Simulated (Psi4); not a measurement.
# InF (SMILES [F][In]): CAM-B3LYP/def2-TZVPP (core potential)

What is the energy change on altering one bond length of InF at CAM-B3LYP/def2-TZVPP (core potential)? 

The calculation is run with Psi4 1.11.

**1. The molecule**

The species is InF (2 atoms), meant as a singlet with charge 0. As SMILES, `[F][In]`. Geometry: relaxed at PBE0-D4/def2-TZVP.

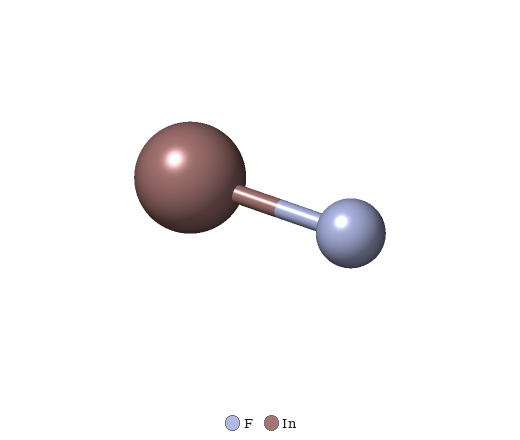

The structure, seen from a chosen angle (fluorine light blue, indium brown).

**2. Energy and forces at CAM-B3LYP/def2-TZVPP (core potential)**

fin.in

```
memory 1.6 GB

molecule mol {
  0 1
  F      0.000000     0.000000     0.015910
  In     0.000000     0.000000     2.009580
  units angstrom
  symmetry c1
  no_reorient
  no_com
}

set {
  basis                def2-TZVPP
  puream               true
  e_convergence        1e-09
  d_convergence        1e-08
  scf_type             pk
  dft_radial_points    99
  dft_spherical_points 590
}

E, wfn = gradient('cam-b3lyp', return_wfn=True)
oeprop(wfn, 'MAYER_INDICES', 'MULLIKEN_CHARGES', 'DIPOLE')
```

On the command line:

```bash
$ psi4 -n 1 fin.in fin.out
```

fin.out:

```text
[...]
    !!!  WARNING: ECP capability is in beta. Please check occupations closely.  !!!
[...]
  Running in c1 symmetry.
[...]
  Nuclear repulsion =   50.166021867525714
[...]
  Multiplicity = 1
[...]
  Nalpha       = 15
  Nbeta        = 15
[...]
    Number of basis functions: 81
[...]
   @RKS iter   1:  -289.85855524887967   -1.12819e+00   8.96213e-03 DIIS/ADIIS
[...]
   @RKS iter  11:  -290.04509027026836   -1.00044e-11   2.88566e-09 DIIS
[...]
    Orbital Energies [Eh]
    ---------------------
    Doubly Occupied:
       1A    -24.652659     2A     -4.743756     3A     -3.149303
       4A     -3.149303     5A     -3.140105     6A     -1.146589
       7A     -0.832740     8A     -0.832740     9A     -0.825650
      10A     -0.825650    11A     -0.821184    12A     -0.466007
      13A     -0.405945    14A     -0.405945    15A     -0.325302
[...]
  @RKS Final Energy:  -290.04509027026836
   => Energetics <=
    Nuclear Repulsion Energy =             50.1660218675257141
    One-Electron Energy =                -575.6108402598597422
    Two-Electron Energy =                 255.2668362709993346
    DFT Exchange-Correlation Energy =     -19.8671081489336814
    Empirical Dispersion Energy =           0.0000000000000000
    VV10 Nonlocal Energy =                  0.0000000000000000
    Total Energy =                       -290.0450902702683607
[...]
  -Total Gradient:
     Atom            X                  Y                   Z
    ------   -----------------  -----------------  -----------------
       1        0.000000004258     0.000000000225    -0.000182869072
       2       -0.000000004258    -0.000000000225     0.000188955902
[...]
 Multipole Moments:
 ------------------------------------------------------------------------------------
     Multipole            Electronic (a.u.)      Nuclear  (a.u.)        Total (a.u.)
 ------------------------------------------------------------------------------------
 L = 1.  Multiply by 2.5417464519 to convert [e a0] to [Debye]
 Dipole X            :         -0.0000003            0.0000000           -0.0000003
 Dipole Y            :         -0.0000000            0.0000000           -0.0000000
 Dipole Z            :        -78.7299399           80.0192623            1.2893223
 Magnitude           :                                                    1.2893223
[...]
  Mulliken Charges: (a.u.)
   Center  Symbol    Alpha    Beta     Spin     Total
       1     F     4.76693  4.76693  0.00000 -0.53386
       2    IN    10.23307 10.23307  0.00000  0.53386
   Total alpha = 15.00000, Total beta = 15.00000, Total charge =  0.00000
  Mayer Bond Indices:
[...]
```

Wall time 18 s (1 thread of Intel Xeon Platinum 8259CL at 2.50GHz (Skylake/Cascade Lake), shared host); peak memory 0.56 GiB.

**3. The distorted shape**

run.py

```python
import psi4

psi4.set_memory('1600 MB')
psi4.set_num_threads(1)
psi4.core.set_output_file('run.log', False)

mol = psi4.geometry("""
F
In 1 2.5918
symmetry c1
no_reorient
no_com
""")

options = {'basis': 'def2-TZVPP', 'reference': 'rks', 'puream': True, 'e_convergence': 1e-09, 'd_convergence': 1e-08, 'scf_type': 'pk', 'dft_radial_points': 99, 'dft_spherical_points': 590}
psi4.set_options(options)

energy_value, wavefunction = psi4.gradient("CAM-B3LYP", return_wfn=True)
psi4.oeprop(wavefunction, "MULLIKEN_CHARGES", "MAYER_INDICES", "QUADRUPOLE")
print('gradient / Eh bohr^-1')
print(energy_value.np.round(6))
print(f'energy = {wavefunction.energy():.10f} Eh')
for k, v in sorted(psi4.core.scalar_variables().items()):
    print(f'{k:45s} {v:18.10f}')
```

On the command line:

```bash
$ python run.py
```

run.log:

```text
[...]
    !!!  WARNING: ECP capability is in beta. Please check occupations closely.  !!!
[...]
  Running in c1 symmetry.
[...]
  Nuclear repulsion =   38.588815810104940
[...]
  Multiplicity = 1
[...]
  Nalpha       = 15
  Nbeta        = 15
[...]
    Number of basis functions: 81
[...]
   @RKS iter   1:  -289.79377939344772   -1.17164e+00   9.15596e-03 DIIS/ADIIS
[...]
   @RKS iter  12:  -289.99739205042329   -2.14300e-11   4.13265e-09 DIIS
[...]
    Orbital Energies [Eh]
    ---------------------
    Doubly Occupied:
       1A    -24.576584     2A     -4.787419     3A     -3.191474
       4A     -3.191474     5A     -3.185462     6A     -1.045410
       7A     -0.873217     8A     -0.873217     9A     -0.867336
      10A     -0.867336    11A     -0.864960    12A     -0.427729
      13A     -0.320320    14A     -0.320320    15A     -0.318260
[...]
  @RKS Final Energy:  -289.99739205042329
   => Energetics <=
    Nuclear Repulsion Energy =             38.5888158101049399
    One-Electron Energy =                -552.4192293183551783
    Two-Electron Energy =                 243.6493976936159243
    DFT Exchange-Correlation Energy =     -19.8163762357890221
    Empirical Dispersion Energy =           0.0000000000000000
    VV10 Nonlocal Energy =                  0.0000000000000000
    Total Energy =                       -289.9973920504232865
[...]
  -Total Gradient:
     Atom            X                  Y                   Z
    ------   -----------------  -----------------  -----------------
       1       -0.000000000039     0.000000000084    -0.053575478104
       2        0.000000000039    -0.000000000084     0.053586164389
[...]
 Multipole Moments:
 ------------------------------------------------------------------------------------
     Multipole            Electronic (a.u.)      Nuclear  (a.u.)        Total (a.u.)
 ------------------------------------------------------------------------------------
 L = 1.  Multiply by 2.5417464519 to convert [e a0] to [Debye]
 Dipole X            :         -0.0000000            0.0000000           -0.0000000
 Dipole Y            :          0.0000000            0.0000000            0.0000000
 Dipole Z            :         26.0533843          -23.2327857            2.8205986
 Magnitude           :                                                    2.8205986
 L = 2.  Multiply by 1.3450342976 to convert [e a0^2] to [Debye ang]
 Quadrupole XX       :        -18.5773256            0.0000000          -18.5773256
 Quadrupole XY       :         -0.0000000            0.0000000           -0.0000000
[...]
  Mulliken Charges: (a.u.)
   Center  Symbol    Alpha    Beta     Spin     Total
       1     F     4.83433  4.83433  0.00000 -0.66867
       2    IN    10.16567 10.16567  0.00000  0.66867
   Total alpha = 15.00000, Total beta = 15.00000, Total charge = -0.00000
  Mayer Bond Indices:
[...]
```

Standard output:

```text
gradient / Eh bohr^-1
[[-0.        0.       -0.053575]
 [ 0.       -0.        0.053586]]
energy = -289.9973920504 Eh
CURRENT ENERGY                                   -289.9973920504
CURRENT REFERENCE ENERGY                         -289.9973920504
DD SOLVATION ENERGY                                 0.0000000000
DFT FUNCTIONAL TOTAL ENERGY                      -289.9973920504
DFT TOTAL ENERGY                                 -289.9973920504
DFT VV10 ENERGY                                     0.0000000000
DFT XC ENERGY                                     -19.8163762358
GRID ELECTRONS ALPHA                               14.9999988803
GRID ELECTRONS BETA                                14.9999988803
GRID ELECTRONS TOTAL                               29.9999977605
NUCLEAR REPULSION ENERGY                           38.5888158101
ONE-ELECTRON ENERGY                              -552.4192293184
PCM POLARIZATION ENERGY                             0.0000000000
PE ENERGY                                           0.0000000000
SCF ITERATION ENERGY                             -289.9973920504
SCF ITERATIONS                                     12.0000000000
SCF TOTAL ENERGY                                 -289.9973920504
TWO-ELECTRON ENERGY                               243.6493976936
XC GRID RADIAL POINTS                              99.0000000000
XC GRID SPHERICAL POINTS                          590.0000000000
XC GRID TOTAL POINTS                           112049.0000000000
```

Wall time 23 s (1 thread of Intel Xeon Platinum 8259CL at 2.50GHz (Skylake/Cascade Lake), shared host); peak memory 0.55 GiB.

**4. What came out**

At CAM-B3LYP/def2-TZVPP (core potential):

| quantity | value |
| --- | --- |
| first shape: total energy | -290.04509 Eh |
| first shape: dipole moment | 3.28 D |
| first shape: HOMO energy | -8.85 eV |
| first shape: LUMO energy | -0.80 eV |
| first shape: HOMO–LUMO gap | 8.05 eV |
| first shape: largest force on an atom | 0.010 eV/Å |
| distorted shape: total energy | -289.99739 Eh |
| distorted shape: dipole moment | 7.17 D |
| distorted shape: HOMO energy | -8.66 eV |
| distorted shape: LUMO energy | -1.56 eV |
| distorted shape: HOMO–LUMO gap | 7.10 eV |
| distorted shape: largest force on an atom | 2.756 eV/Å |
| energy change with the F1–In2 bond stretched from 1.994 to 2.592 Å | 1.298 eV |

In words: With the F1–In2 bond stretched from 1.994 to 2.592 Å the energy rises by 1.30 eV (30 kcal/mol).
